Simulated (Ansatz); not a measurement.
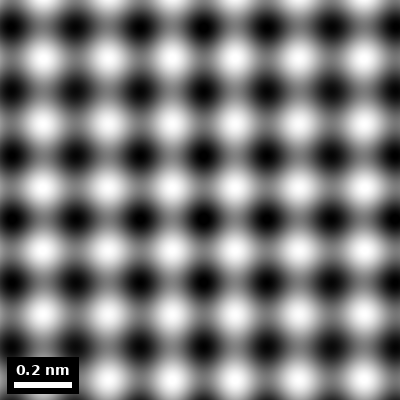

Phase-contrast TEM-like image of W (Im-3m, No. 229) along [001]. Simulated in the weak-phase-object approximation with neutral-atom potentials: 300 kV, Cs = 0.60 mm, defocus −412 Å (negative is underfocus), defocus spread 30 Å, aperture 0.58 1/Å. Model: the input geometry of an electronic-structure calculation (not necessarily at equilibrium).

Q: What point resolution do these settings give, and which lattice spacings pass?

A: About 1.7 Å (0.66 |Cs|^(1/4) λ^(3/4) with λ = 0.0197 Å). The spacings that carry visible contrast are {110} at 2.23 Å.

Q: Do the atom columns appear dark or bright, and why?

A: Dark. With positive Cs and underfocus sin χ is negative over the pass band, so the strongest columns (W) come out darker than the background.
